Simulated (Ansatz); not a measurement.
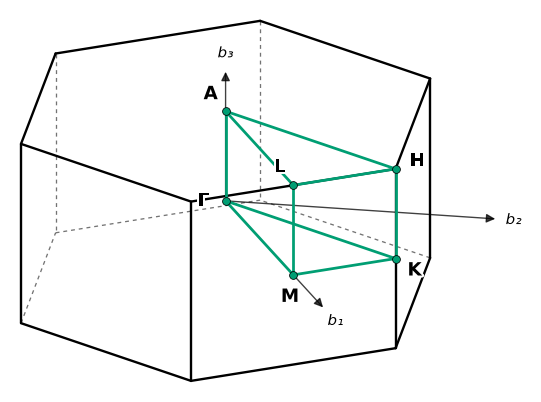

The figure shows the first Brillouin zone with its special points and a band path. Crystal: C, the geometry relaxed with DFT PBE+D3(BJ), scalar-relativistic, plane waves, PAW (Ansatz). All values are computed from the atomic coordinates in the standard setting (tolerance 0.002 Å).

Labels and path follow the convention of Hinuma et al. (2017), as computed by seekpath; the arrows show the directions of the reciprocal primitive vectors b₁, b₂, b₃.

### Which Bravais lattice has this zone?

A primitive hexagonal lattice (hP; extended symbol hP2). The zone is a hexagonal prism in its combinatorial type: 8 faces (6 with 4 edges, 2 with 6 edges), 18 edges, 12 vertices.

### Write the standard path through the labelled points.

Γ–M–K–Γ–A–L–H–A | L–M | H–K
